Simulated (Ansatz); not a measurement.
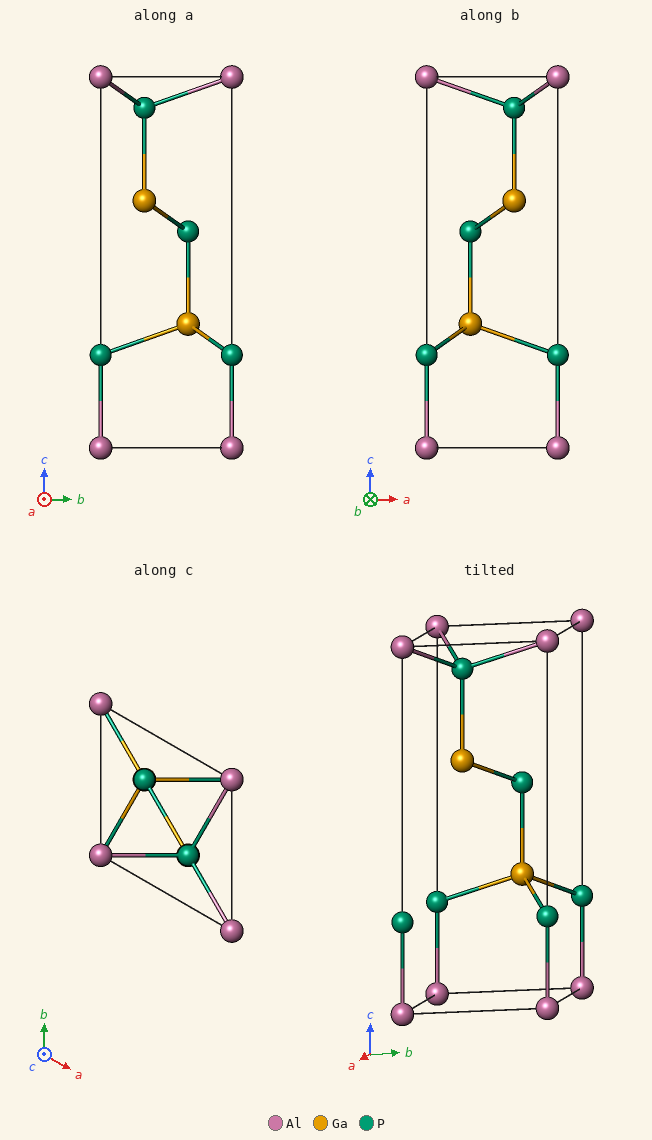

The structure above is drawn in ball-and-stick style and viewed along the a axis, along the b axis, along the c axis and slightly off an axis. The lines enclose the conventional unit cell; boundary atoms appear with their images.

Lattice parameters: a = 3.8614 Å, b = 3.8614 Å, c = 9.4588 Å, α = 90.000°, β = 90.000°, γ = 120.000°.

### Convert the drawing into a CIF in P1 with every atom of the cell.

```cif
data_structure
_symmetry_space_group_name_H-M 'P 1'
_symmetry_Int_Tables_number 1
_cell_length_a 3.8614
_cell_length_b 3.8614
_cell_length_c 9.4588
_cell_angle_alpha 90.000
_cell_angle_beta 90.000
_cell_angle_gamma 120.000
_cell_volume 122.14
loop_
_atom_site_label
_atom_site_type_symbol
_atom_site_fract_x
_atom_site_fract_y
_atom_site_fract_z
_atom_site_occupancy
Al1 Al 0.0000 0.0000 0.9997 1
Ga1 Ga 0.6667 0.3333 0.6663 1
Ga2 Ga 0.3333 0.6667 0.3339 1
P1 P 0.6667 0.3333 0.9166 1
P2 P 0.3333 0.6667 0.5833 1
P3 P 0.0000 0.0000 0.2502 1
```

The structure comes from a structure type filled with these elements by a generator (whether the compound takes this form wasn't checked). Cell shown after relaxation with DFT, r2SCAN, plane waves, PAW (Ansatz 0.2.0).
